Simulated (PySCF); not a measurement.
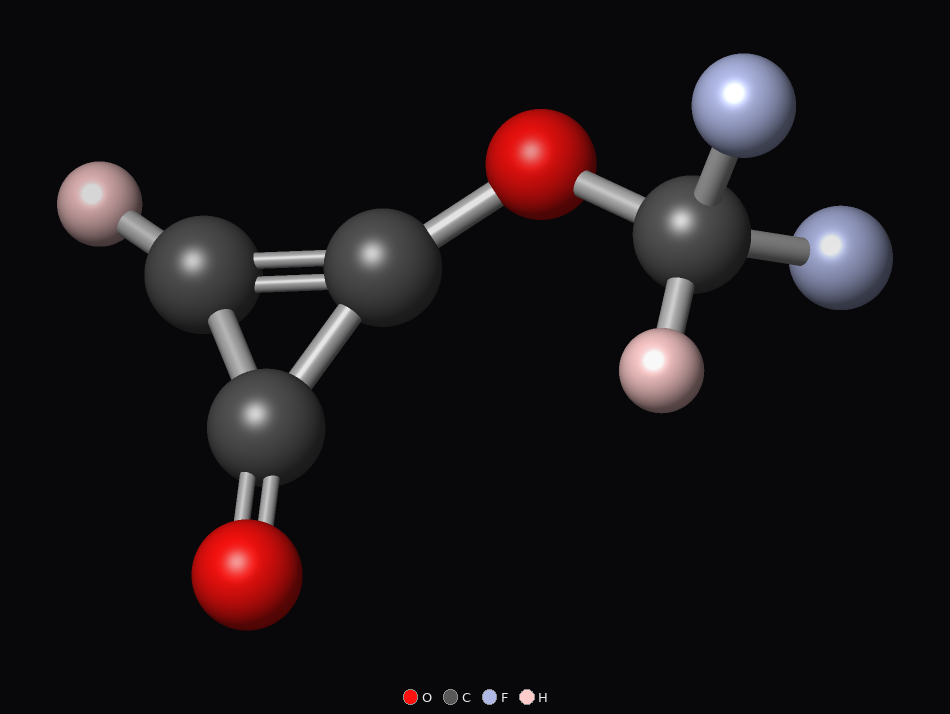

Ball-and-stick drawing of a structure. Multiple sticks mark multiple bonds (one Kekulé form).

The geometry was computed by an optimisation with GFN2-xTB. No frequency run is at hand to confirm it as a minimum.

**Which formula does it have?**

C₄H₂F₂O₂, 10 atoms: 4 carbon, 2 hydrogen, 2 fluorine and 2 oxygen.

**Count the bonded pairs by element.**

3 C–O, 3 C–C, 2 C–F, 2 C–H.

**Name some functional groups or characteristic bonds that it holds.**

Among them: ether, C–F bond.

The parts below concern this one geometry. Atoms keep their numbers from picture to picture.

### Ring current

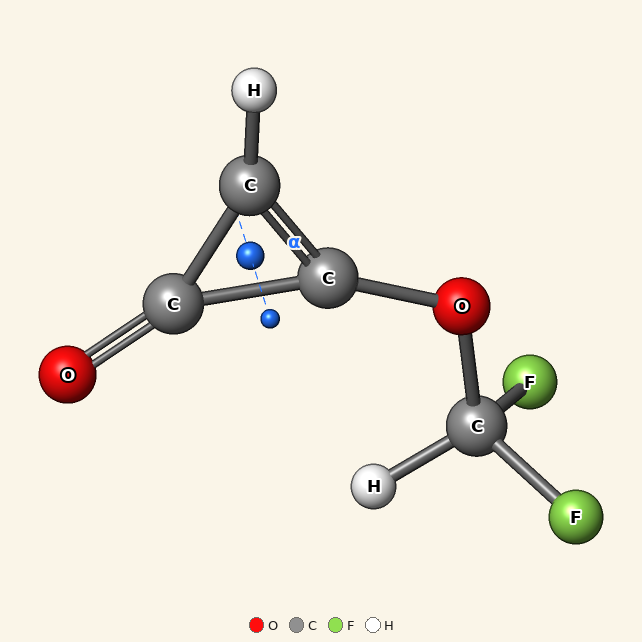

The small points mark where nucleus-independent chemical shifts (NICS) were computed: at the centre of each lettered ring and 1 Å above and below it. No frequency run is at hand to confirm it as a minimum. Properties computed with GIAO PBE0/pcSseg-1 NMR shielding, non-relativistic, gas phase (PySCF 2.14.0).

Give NICS(0), NICS(1) and the out-of-plane component NICS(1)zz for each ring (means of the two sides).

```tsv
ring	members	NICS(0)	NICS(1)	NICS(1)zz
α	C3	−25.1	−8.6	−10.5
```

Values in ppm.

### Quadrupole coupling

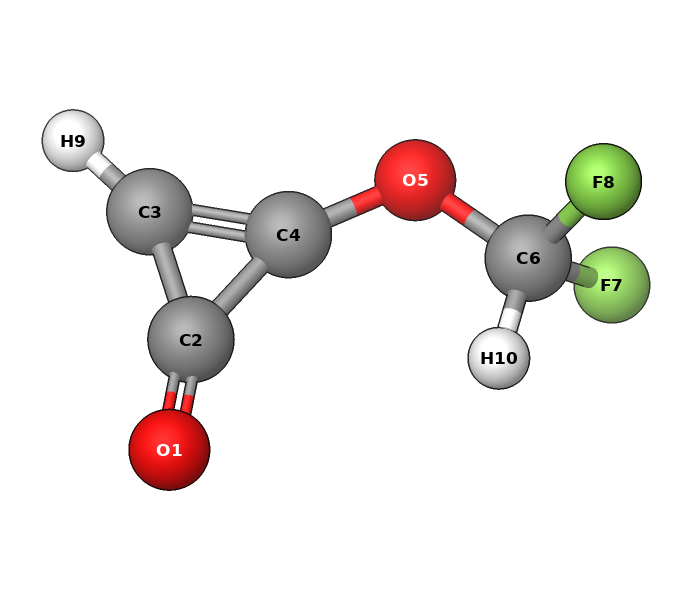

No frequency run is at hand to confirm it as a minimum. Electric field gradients from the ground-state density, PBE0/pcSseg-1 (PySCF 2.14.0), non-relativistic apart from any core potentials.

Give the largest field-gradient component, the quadrupole coupling constant and the asymmetry for 17O at O1 (Q = −25.6 mb), 17O at O5 (Q = −25.6 mb), 2H at H9 (Q = 2.86 mb), 2H at H10 (Q = 2.86 mb).

```tsv
atom	V_zz (a.u.)	e²qQ/h (MHz)	η
O1	−1.418	8.53	0.16
O5	1.789	−10.76	0.49
H9	0.355	0.239	0.00
H10	0.249	0.167	0.03
```

### Spin–spin coupling

No frequency run is at hand to confirm it as a minimum. Method: B3LYP/pcJ-1 indirect spin-spin coupling, non-relativistic, gas phase (PySCF 2.14.0). Isotopes: 13C, 19F, 1H, 17O.

Give the spin–spin coupling constants of these pairs, with the number of bonds between them: C6/F8, C6/F7, O5/F8, O5/F7, F7/F8, F7/H10, F8/H10, C4/F8, C4/F7.

| pair | bonds apart | J (Hz) |
| --- | --- | --- |
| C6, F8 | 1 | −330.1 |
| C6, F7 | 1 | −330.5 |
| O5, F8 | 2 | −33.8 |
| O5, F7 | 2 | −33.1 |
| F7, F8 | 2 | 123.7 |
| F7, H10 | 2 | 75.0 |
| F8, H10 | 2 | 74.6 |
| C4, F8 | 3 | 1.8 |
| C4, F7 | 3 | 1.6 |

Density functionals are unreliable for couplings to fluorine, so those rows may be far off.
